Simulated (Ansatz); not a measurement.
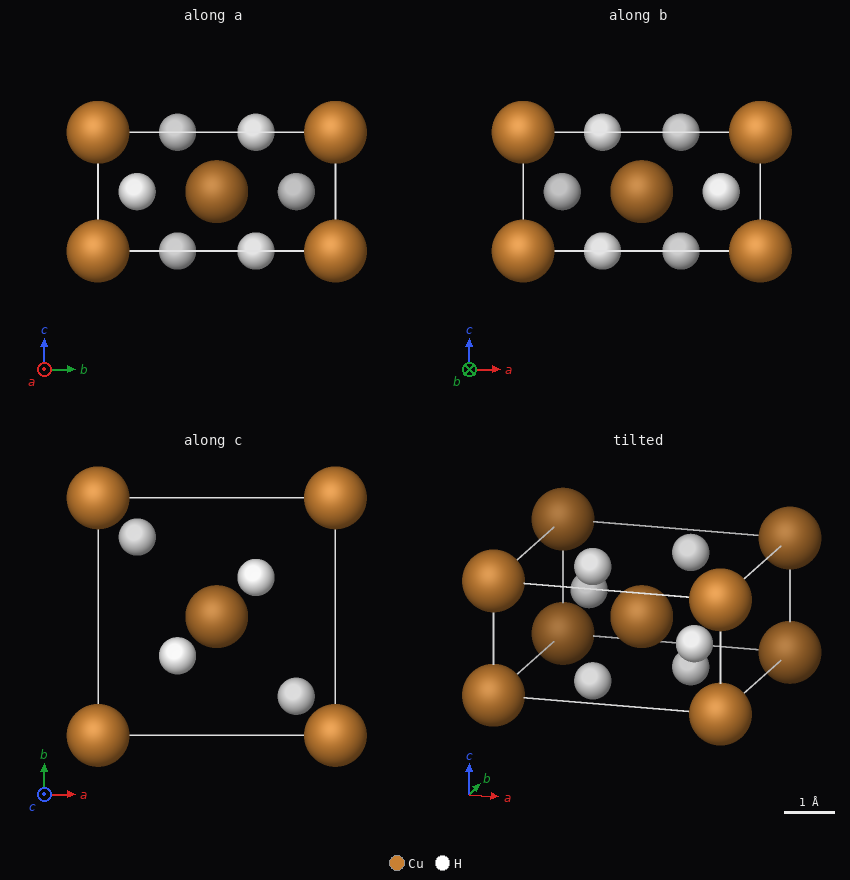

We look at a spheres-only model of the crystal along the a axis, along the b axis, along the c axis and slightly off an axis. The wireframe shows the unit cell.

Lattice parameters: a = 4.7838 Å, b = 4.7876 Å, c = 2.3935 Å, α = 90.000°, β = 90.000°, γ = 90.000°.

From the views, write a CIF in P1 with every atom of the cell, with free fractional coordinates to two decimals.

```cif
data_structure
_symmetry_space_group_name_H-M 'P 1'
_symmetry_Int_Tables_number 1
_cell_length_a 4.7838
_cell_length_b 4.7876
_cell_length_c 2.3935
_cell_angle_alpha 90.000
_cell_angle_beta 90.000
_cell_angle_gamma 90.000
_cell_volume 54.82
loop_
_atom_site_label
_atom_site_type_symbol
_atom_site_fract_x
_atom_site_fract_y
_atom_site_fract_z
_atom_site_occupancy
Cu1 Cu 0.00 0.00 0.00 1
Cu2 Cu 0.50 0.50 0.50 1
H1 H 0.67 0.66 0.00 1
H2 H 0.83 0.16 0.50 1
H3 H 0.17 0.84 0.50 1
H4 H 0.33 0.34 0.00 1
```

The initial geometry was a structure type filled with these elements by a generator (whether the compound takes this form wasn't checked). The geometry was optimised with DFT PBE, scalar-relativistic, plane waves, PAW (Ansatz).
